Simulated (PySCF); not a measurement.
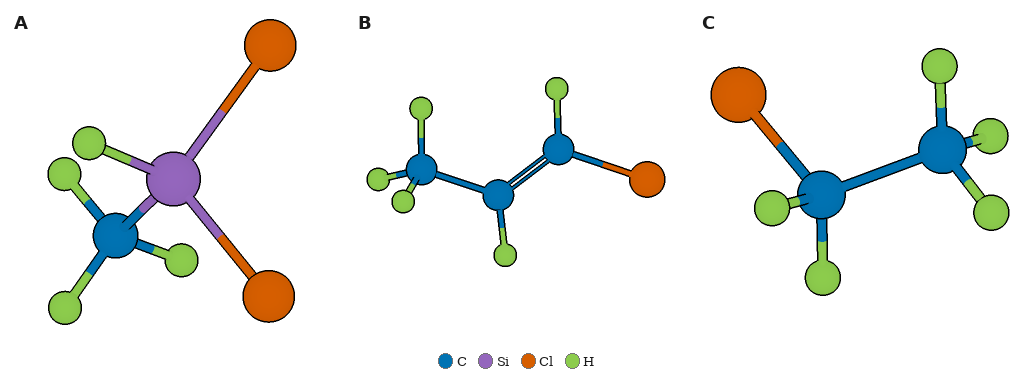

Simulated data, not a measurement (program: PySCF).

Match each picture to its SMILES.
(1) CCCl
(2) C[SiH](Cl)Cl
(3) C/C=C/Cl

A is (2), B is (3), C is (1).
